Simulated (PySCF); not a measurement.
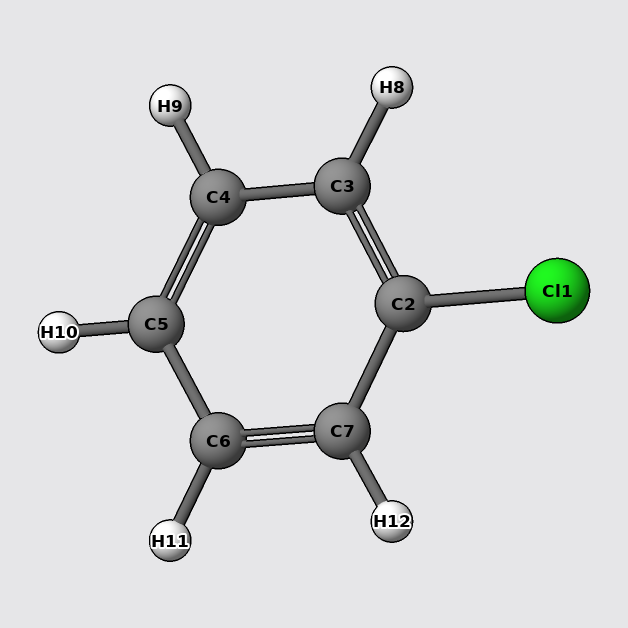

The questions are on isotropic NMR shieldings of the C atoms. Computed geometry: PBE0-D3(BJ)/def2-SVP optimisation. No frequency run is at hand to confirm it as a minimum. Method: GIAO PBE0/pcSseg-0 NMR shielding, non-relativistic, gas phase (PySCF 2.14.0).

### Which C atom is the most shielded (lowest chemical shift)?

C5 (56.8 ppm).

### Which C atom is the least shielded (highest chemical shift)?

C2 (41.9 ppm).

### How wide is the range of C shifts?

14.9 ppm.

Give the isotropic NMR shieldings of the C atoms atom by atom.

| atom | σ (ppm) |
| --- | --- |
| C2 | 41.9 |
| C3 | 54.4 |
| C4 | 53.9 |
| C5 | 56.8 |
| C6 | 53.9 |
| C7 | 54.4 |
